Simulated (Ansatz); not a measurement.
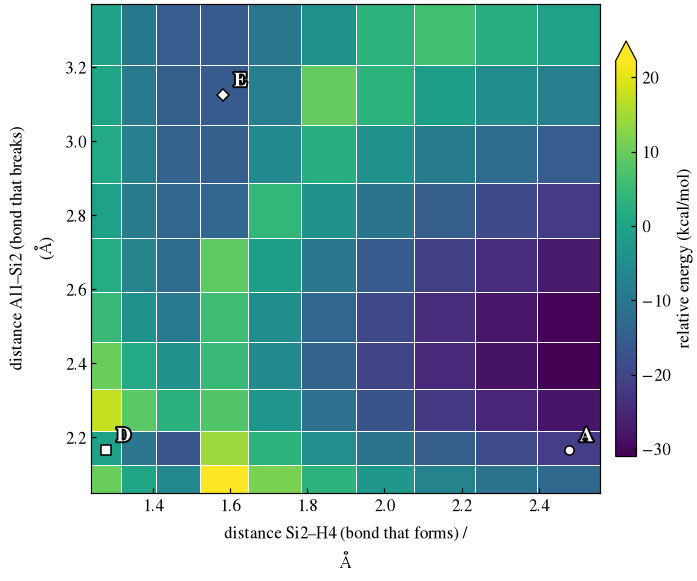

The reacting system AlH₅SSi (fragments AlH₅SSi where the first distance is long, AlHS + H₄Si where the second is long). The first coordinate is: distance Si2–H4 (bond that forms); the second: distance Al1–Si2 (bond that breaks). Relaxed at each point: all other coordinates. The grid has 10 × 10 points. Points are written as (first, second). Energies: kcal/mol, counted from a guessed transition structure relaxed with its forming and breaking bonds held. Energies and slopes of some neighbouring points disagree (a jump in structure or state, or too coarse a mesh). The reference is spin-restricted, so regions where a bond is pulled apart into radicals lie too high. These are results of RKS PBE-D4/def2-SVP in Ansatz 0.2.0, not measurements.

Drawn: one coloured cell a grid point, one colour for all values above the top of the scale, lettered points.

Rank the lettered points by energy, lowest first.

A (−21.4 kcal/mol), E (−16.0 kcal/mol), D (−0.7 kcal/mol).
